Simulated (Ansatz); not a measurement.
# Calculations on BC₁₈

### Relaxation

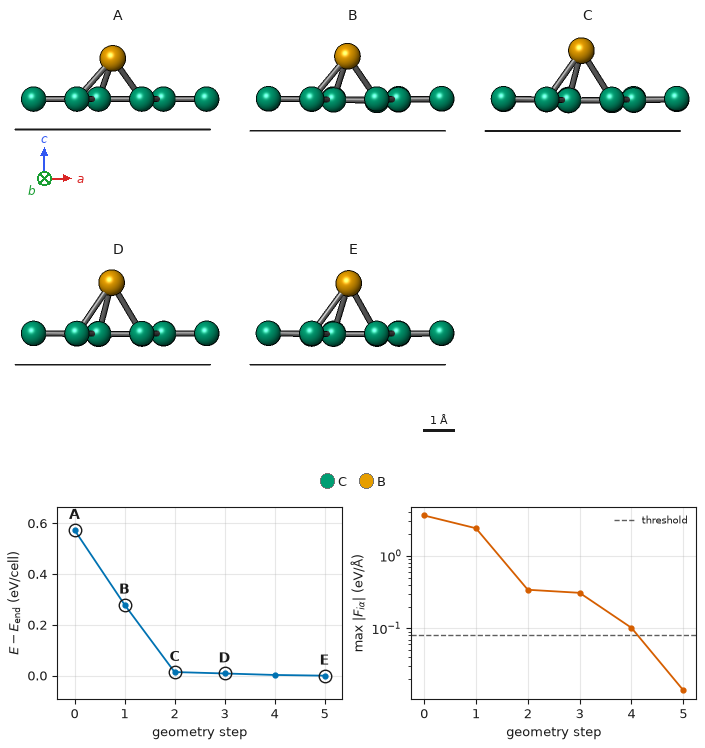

Frames of a relaxation of a slab of composition BC$_{18}$, marked on the history of the run. Style: ball-and-stick. Shown: the cell of the calculation, outlined in the plane, without the vacuum (origin shifted), along the b axis.

It is B on graphene monolayer, set down by a guess. The run prepares the start of a later molecular dynamics calculation, from a guessed geometry.

The calculation used DFT PBE, scalar-relativistic, plane waves, PAW in Ansatz 0.2.0. (plane-wave cutoff 420 eV; k-point mesh 2 × 2 × 1; occupations fermi dirac; smearing width 0.02 eV; collinear spin; atoms relaxed in a fixed cell; force threshold 0.08 eV/Å; at most 25 steps)

What happens along the run?

The B atom moves most relative to the layer's centre: 0.30 Å at 10° to the normal (+c side). Largest moves by element: B 0.30 Å, C 0.04 Å. The cell stays as it was. Among the contacts that change: B–C 1.646 → 1.956 Å, B–C 1.830 → 2.098 Å, C–C 1.424 → 1.437 Å. Among the angles between lasting bonds that change: C–C–B 125.5° → 120.3°. The energy falls by 0.574 eV per cell of the calculation in 5 geometry steps. Largest force component: 3.6 eV/Å at the start, 0.014 eV/Å at the end. The program noted that the starting moments weren't kept. From step 0 to 1: the B atom moves most (0.07 Å), energy −0.294 eV per cell of the calculation. From step 1 to 2: the B atom moves most (0.20 Å), energy −0.265 eV per cell of the calculation. From step 2 to 3: the B atom moves most (0.07 Å), energy −5.6 meV per cell of the calculation. From step 3 to 5: the B atom moves most (0.14 Å), energy −8.7 meV per cell of the calculation.

Limits of the set-up: the k-point mesh is coarse for a cell with partly filled bands; the periodic images lie only 7.4 Å apart, so the values are limited by the cell's size.

### Dynamics

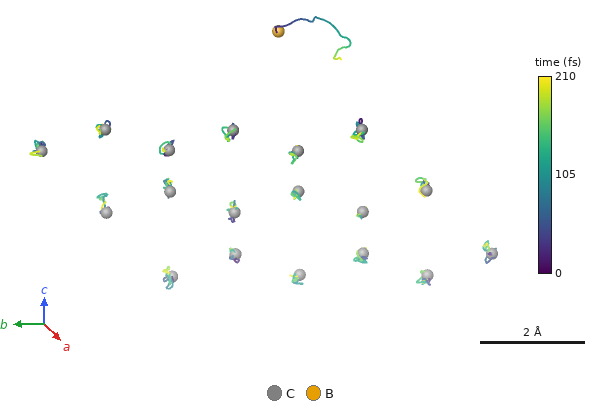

Molecular dynamics of B on graphene monolayer (19 atoms in the cell), 210 fs long. Lines trace each atom's path, coloured by time; spheres stand at the starting positions. Seen from a free direction in the simulation cell, with the vacuum cut short.

Theory: DFT PBE, scalar-relativistic, plane waves, PAW in Ansatz 0.2.0. Run with plane-wave cutoff 420 eV; k-point mesh 2 × 2 × 1; Fermi-Dirac smearing 0.02 eV; spin collinear; Langevin thermostat (NVT); set temperature 1200 K; time step 1.5 fs; friction 0.05 per fs.

Input file:
```yaml
crystal:
  lattice:
    - [7.398, 0.0, 0.0]
    - [-3.699, 6.406856, 0.0]
    - [0.0, 0.0, 11.0]
  atoms:
    - { symbol: C, position: [-0.00025831, -0.00118997, 0.08783129] }
    - { symbol: C, position: [0.22276458, 0.11048196, 0.08751809] }
    - { symbol: C, position: [-0.0009594, 0.33420932, 0.08758354] }
    - { symbol: C, position: [0.22332728, 0.44581001, 0.08795249] }
    - { symbol: C, position: [-0.00042684, 0.6668441, 0.09024125] }
    - { symbol: C, position: [0.22182842, 0.77783923, 0.09017523] }
    - { symbol: C, position: [0.333393, -0.0001621, 0.08967687] }
    - { symbol: C, position: [0.55539378, 0.11140312, 0.09016815] }
    - { symbol: C, position: [0.33443065, 0.33350381, 0.08782673] }
    - { symbol: C, position: [0.55602577, 0.4451515, 0.09012008] }
    - { symbol: C, position: [0.33361282, 0.66814992, 0.09055662] }
    - { symbol: C, position: [0.55510728, 0.77812534, 0.09076574] }
    - { symbol: C, position: [0.66507386, -0.00038448, 0.09054799] }
    - { symbol: C, position: [0.88742414, 0.10991314, 0.08794813] }
    - { symbol: C, position: [0.66638995, 0.33365704, 0.09023057] }
    - { symbol: C, position: [0.88763895, 0.44559382, 0.09001677] }
    - { symbol: C, position: [0.66626698, 0.66696947, 0.09038903] }
    - { symbol: C, position: [0.88808149, 0.77720508, 0.09013202] }
    - { symbol: B, position: [0.07806481, 0.2543337, 0.2394105] }
magnetization:
  spin_polarized: true
basis:
  ecutwfc: 420.0
kpoints:
  mp_grid: { grid: [2, 2, 1] }
hamiltonian:
  xc: pbe
scf:
  occupations: { method: fermi_dirac, width: 0.02 }
  lower_state_search: "off"
md:
  timestep: 1.5
  n_steps: 140
  ensemble: nvt_langevin
  temperature: 1200.0
  initial_velocities: maxwell_boltzmann
  seed: 202643
  friction: 0.05
```

Command:
```bash
ansatz run input.yaml --threads 1 --pin off --max-ram 3072MiB --backend cpu --events-out ev --progress --plain --runs-dir out
```

Q: Describe the motion.

A: In the second half of the run the atoms are, in the root-mean-square, this far from where they began (common drift taken out): B 1.30 Å, C 0.19 Å. Against the typical shortest distance between atoms in the first frame, about 1.4 Å, the B atoms wander away from their sites and keep going, while the C atoms only vibrate. 1 of the 19 free atoms end more than three quarters of that spacing from the start. Bond changes: 2 B–C bonds form between 108 fs and 130 fs; one B–C bond breaks at about 154 fs. The mean temperature in the second half is 1270 K (standard deviation 198 K). The potential energy is still drifting at the end, so the run hasn't reached equilibrium. The potential energy in the second half lies on average 177 meV per atom above the first frame.

Limits of the set-up: the k-point mesh is coarse for a cell with partly filled bands; the periodic images lie only 7.4 Å apart, so the values are limited by the cell's size.

The run took 16 min on 1 thread of Intel(R) Xeon(R) Platinum 8259CL CPU @ 2.50GHz (Skylake/Cascade Lake), with other jobs on the host, peak memory 0.94 GiB.

### Dynamics

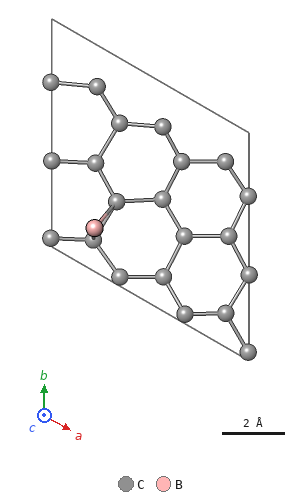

Starting frame of a dynamics run of B on graphene monolayer (19 atoms in the cell). It starts from the last geometry of an earlier run, with fresh velocities. A ball-and-stick model of the simulation cell, with the vacuum cut short, seen along the c axis. Bonds to atoms that aren't drawn are left out.

Method: DFT PBE, scalar-relativistic, plane waves, PAW (Ansatz 0.2.0).

The input:
```yaml
crystal:
  lattice:
    - [7.398, 0.0, 0.0]
    - [-3.699, 6.406856, 0.0]
    - [0.0, 0.0, 11.0]
  atoms:
    - { symbol: C, position: [-0.00385929, 0.03526877, 0.08509569] }
    - { symbol: C, position: [0.21189626, 0.13526823, 0.07215828] }
    - { symbol: C, position: [0.00110131, 0.37716432, 0.09235491] }
    - { symbol: C, position: [0.22311446, 0.47803945, 0.08640238] }
    - { symbol: C, position: [-0.00341659, 0.71989401, 0.08442966] }
    - { symbol: C, position: [0.23119082, 0.81807513, 0.10119081] }
    - { symbol: C, position: [0.34591795, 0.04041498, 0.08390972] }
    - { symbol: C, position: [0.56719006, 0.15141239, 0.07730443] }
    - { symbol: C, position: [0.3296467, 0.36251629, 0.09376298] }
    - { symbol: C, position: [0.56253874, 0.48958798, 0.07357944] }
    - { symbol: C, position: [0.34502066, 0.71423155, 0.09526878] }
    - { symbol: C, position: [0.56376567, 0.80804107, 0.10913999] }
    - { symbol: C, position: [0.67571426, 0.04175115, 0.10098155] }
    - { symbol: C, position: [0.88247028, 0.14903716, 0.09818393] }
    - { symbol: C, position: [0.67262743, 0.3824809, 0.08092813] }
    - { symbol: C, position: [0.89767437, 0.49497627, 0.08808432] }
    - { symbol: C, position: [0.65926979, 0.70314868, 0.09736468] }
    - { symbol: C, position: [0.88116323, 0.8139307, 0.09484076] }
    - { symbol: B, position: [0.21792779, 0.19046989, 0.22942912], spin: 1.0 }
magnetization:
  spin_polarized: true
basis:
  ecutwfc: 420.0
kpoints:
  mp_grid: { grid: [2, 2, 1] }
hamiltonian:
  xc: pbe
scf:
  occupations: { method: fermi_dirac, width: 0.02 }
  lower_state_search: "off"
md:
  timestep: 1
  n_steps: 40
  ensemble: nvt_langevin
  temperature: 1800.0
  initial_velocities: maxwell_boltzmann
  seed: 801207
  friction: 0.005
```

Run as
```bash
ansatz run input.yaml --threads 1 --pin off --max-ram 3072MiB --backend cpu --events-out ev --progress --plain --runs-dir out
```

> Predict how the run goes.

Over the second half the temperature averages 1294 K (spread ±100 K). The potential energy in the second half lies on average 48.6 meV per atom above the first frame. Root-mean-square distances from the starting positions over the second half, with the common drift of all atoms taken out: B 0.74 Å, C 0.23 Å. The run lasts only 40 fs, too short to tell vibration from diffusion.

Along the run (each row but the first and the last is the mean over the interval that it begins):

| time (fs) | potential energy (meV/atom) | T (K) |
| --- | --- | --- |
| 0.0 | 0.0 | 1705 |
| 4.0 | 39.6 | 1695 |
| 8.0 | 51.1 | 1493 |
| 12.0 | 43.0 | 1478 |
| 16.0 | 40.9 | 1360 |
| 20.0 | 40.1 | 1349 |
| 24.0 | 40.2 | 1351 |
| 28.0 | 72.0 | 1120 |
| 32.0 | 51.4 | 1303 |
| 36.0 | 40.0 | 1340 |
| 40.0 | 46.6 | 1325 |

The paths of the atoms:

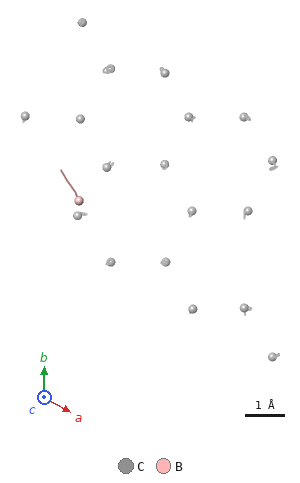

Limits of the set-up: the k-point mesh is coarse for a cell with partly filled bands; the periodic images lie only 7.4 Å apart, so the values are limited by the cell's size.
